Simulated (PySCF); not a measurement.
NMR shielding calculation, with input and output: C4H7ClSi

C4H7ClSi, computed with GIAO PBE0/pcSseg-1 NMR shielding, non-relativistic, gas phase (PySCF 2.14.0).

The geometry comes from this level: GFN2-xTB. It belongs to a series of runs on one base structure; here: constitutional isomer. Figures and captions count atoms from 1; the log counts them from 0 in places.

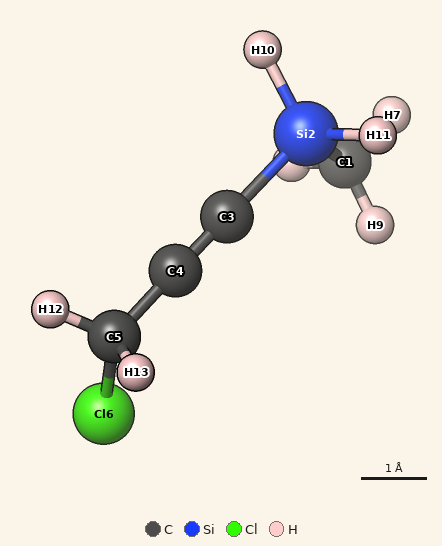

*The structure (ball-and-stick view, seen at a tilt; atoms are numbered from 1 in the order of the input).*

Bond lengths as drawn: C–C 1.21 to 1.44 Å, C–Cl 1.81 Å, C–H 1.09 Å, C–Si 1.85 to 1.90 Å and H–Si 1.47 Å.

Input
```
{"job": {"kind": "nmr", "xc": "PBE0", "basis": "pcSseg-1"}, "charge": 0, "multiplicity": 1}
C     -1.778586    -1.722269     0.368516
Si    -1.536179     0.050254     0.998673
C      0.139996     0.616702     0.451101
C      1.230136     0.988284     0.095620
C      2.539494     1.386580    -0.350672
Cl     3.314808     0.049780    -1.286929
H     -2.749928    -2.112717     0.659612
H     -1.020344    -2.389455     0.769301
H     -1.715122    -1.767404    -0.715297
H     -1.574677     0.095875     2.465627
H     -2.533770     0.956406     0.416649
H      3.196470     1.601529     0.493720
H      2.483314     2.246923    -1.019425
```

The first line tells a small driver script what to run in PySCF; the rest is the geometry in Å.

Hardware: 1 CPU thread, shared host.

Command:
```bash
OMP_NUM_THREADS=1 python <driver script> task.json out
```

The program's output
```
coarse grid: 11936 points
cycle   1  E = -905.6693821901  dE =  4.645e-01  |g| = 4.699e-01  |ddm| = 3.422e+00
cycle   2  E = -905.6330205427  dE =  3.636e-02  |g| = 6.004e-01  |ddm| = 1.133e+00
cycle   3  E = -905.7175232093  dE = -8.450e-02  |g| = 1.854e-01  |ddm| = 6.110e-01
cycle   4  E = -905.7259243028  dE = -8.401e-03  |g| = 4.166e-02  |ddm| = 1.614e-01
cycle   5  E = -905.7263313654  dE = -4.071e-04  |g| = 9.556e-03  |ddm| = 3.684e-02
cycle   6  E = -905.7263525340  dE = -2.117e-05  |g| = 2.092e-03  |ddm| = 1.150e-02
cycle   7  E = -905.7263536768  dE = -1.143e-06  |g| = 7.732e-04  |ddm| = 4.371e-03
final grid: 106112 points
cycle   8  E = -905.7616454940  dE = -2.324e-05  |g| = 6.731e-03  |ddm| = 3.790e-02
cycle   9  E = -905.7616416410  dE =  3.853e-06  |g| = 7.590e-03  |ddm| = 1.426e-02
cycle  10  E = -905.7616562356  dE = -1.459e-05  |g| = 1.374e-03  |ddm| = 7.584e-03
cycle  11  E = -905.7616565773  dE = -3.417e-07  |g| = 6.455e-04  |ddm| = 1.463e-03
cycle  12  E = -905.7616566797  dE = -1.024e-07  |g| = 7.476e-05  |ddm| = 4.939e-04
cycle  13  E = -905.7616566809  dE = -1.281e-09  |g| = 2.163e-05  |ddm| = 1.193e-04
cycle  14  E = -905.7616566810  dE = -1.100e-10  |g| = 4.842e-06  |ddm| = 2.789e-05
```

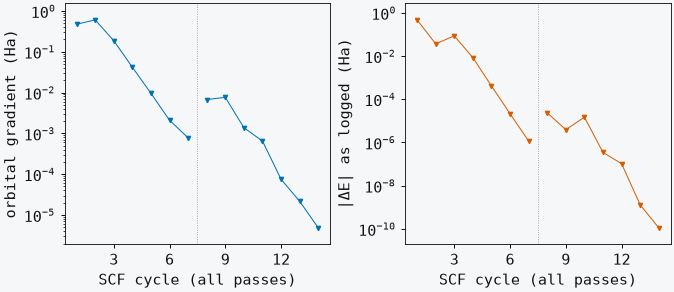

*Convergence of the self-consistent field: orbital gradient and size of the energy change against the SCF cycle. The dotted line marks the change from a coarse to the final integration grid.*

The first 7 cycles use a coarse grid, the final grid takes over at cycle 8, and the field converges after 14 cycles in all.

```
converged SCF energy = -905.7616566810

GIAO shielding tensors (ppm)
atom      isotropic    diamagn.    paramagn.     s11        s22        s33       span
  0 C      192.141     253.369     -61.228    188.280    190.724    197.418      9.138
  1 Si     417.697     882.031    -464.334    394.794    407.469    450.827     56.033
  2 C       91.672     257.232    -165.560     10.264     21.249    243.503    233.239
  3 C       76.630     272.102    -195.472    -25.979    -16.542    272.412    298.391
  4 C      148.638     248.087     -99.449    127.884    143.401    174.628     46.744
  5 Cl     796.140    1146.750    -350.610    544.267    744.364   1099.789    555.521
  6 H       31.616      27.945       3.671     27.133     27.975     39.739     12.606
  7 H       31.223      31.255      -0.032     26.869     29.018     37.781     10.912
  8 H       31.221      31.795      -0.574     26.865     29.018     37.780     10.915
  9 H       27.253      28.903      -1.650     23.647     25.681     32.431      8.783
 10 H       27.254      29.194      -1.940     23.646     25.685     32.432      8.785
 11 H       27.422      27.325       0.097     21.321     27.094     33.850     12.530
 12 H       27.424      27.788      -0.364     21.322     27.099     33.851     12.529
```

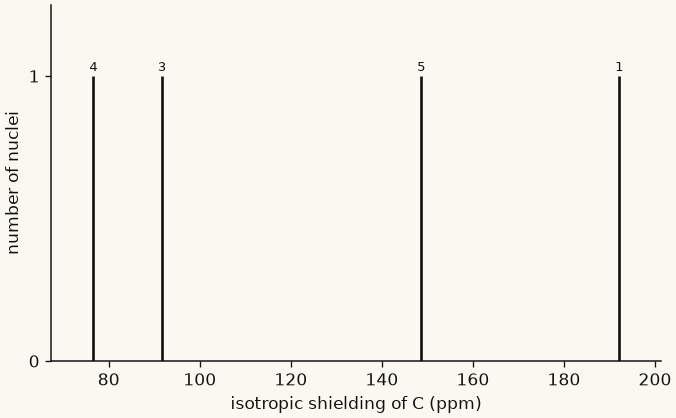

*Isotropic shieldings of the carbon nuclei in this fixed geometry, labelled by atom number; shielding grows to the right, so chemical shift grows to the left.*

The least shielded is C4 (76.6 ppm), the most shielded C1 (192.1 ppm).

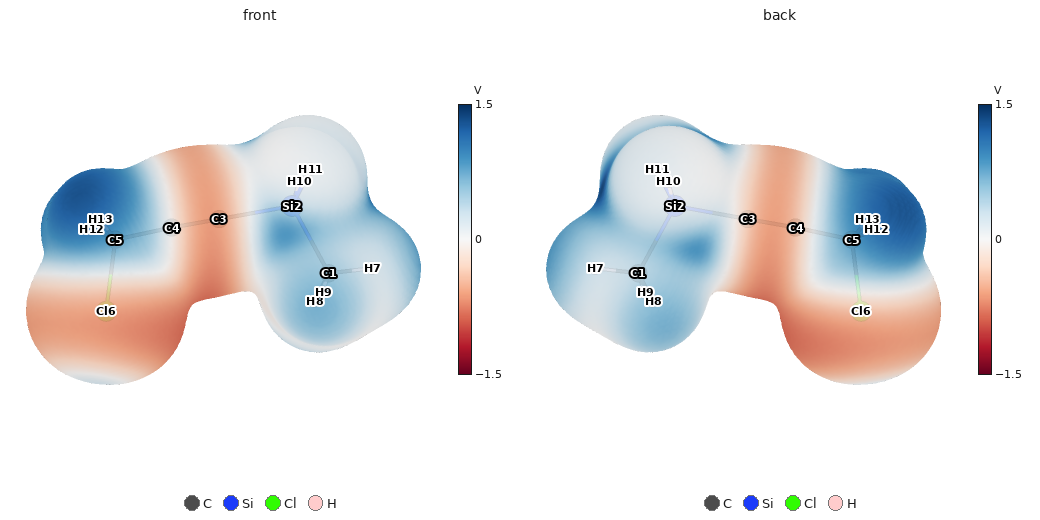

*The electrostatic potential painted on the density surface at 0.002 e/bohr³, seen face on and from behind; the colour scale runs from red (negative) to blue (positive).*

Its dipole moment is 1.33 D.

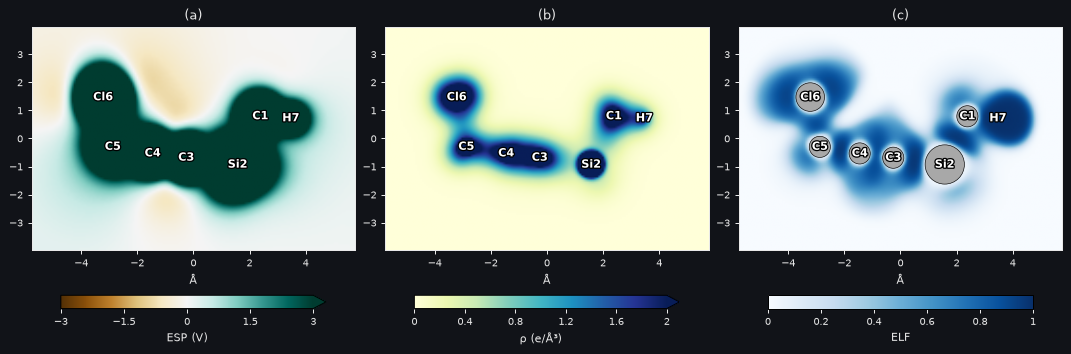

*(a) molecular electrostatic potential; (b) total electron density; (c) ELF on the plane of atoms C4, C5 and Cl6. Grey discs, where drawn, cover atomic cores.*

C–C (1.21 Å): ρ at the midpoint is about 2.7 e/Å³; the ELF peaks at about 0.85 between the atoms; a double or triple bond. C–Cl (1.81 Å): ρ at the midpoint is about 1.3 e/Å³; the ELF peaks at about 0.90 between the atoms (a covalent bond). C–Si (1.85 Å): ρ at the midpoint is about 0.92 e/Å³; the ELF peaks at about 0.95 between the atoms (a covalent bond). C–H (1.09 Å): ρ is about 1.9 e/Å³ halfway; the ELF climbs to about 1 towards the hydrogen, as it does in any bond to H (a covalent bond by its length).

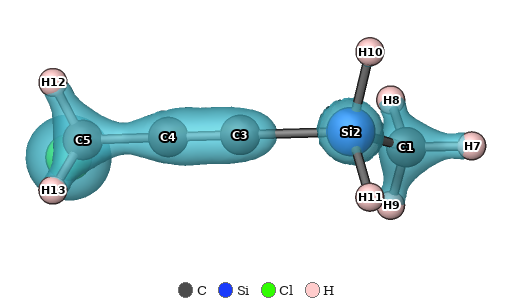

*Isosurface of the electron density at 1.5 e/Å³ (cyan), seen from the side.*

At this value the surface falls into six separate pieces. It is pinched off along the C–Cl (1.81 Å) and C–Si (1.85 Å) contacts. On the grid the lowest density along these lines, outside the cores, is 2.7 e/Å³ (C–C, 1.21 Å), 1.2 e/Å³ (C–Cl, 1.81 Å), 0.75 e/Å³ (C–Si, 1.85 Å) and 1.8 e/Å³ (C–H, 1.09 Å).

Summary

| quantity | value |
| --- | --- |
| outcome | converged |
| total energy | −905.761657 hartree |
| HOMO | −8.00 eV |
| LUMO | −0.72 eV |
| dipole moment | 1.33 D |
| isotropic shielding, C | 76.6 to 192.1 ppm |
| isotropic shielding, Si | 417.7 ppm |
| isotropic shielding, Cl | 796.1 ppm |
| isotropic shielding, H | 27.3 to 31.6 ppm |
| wall time | 69 s |
| peak memory | 0.71 GiB |
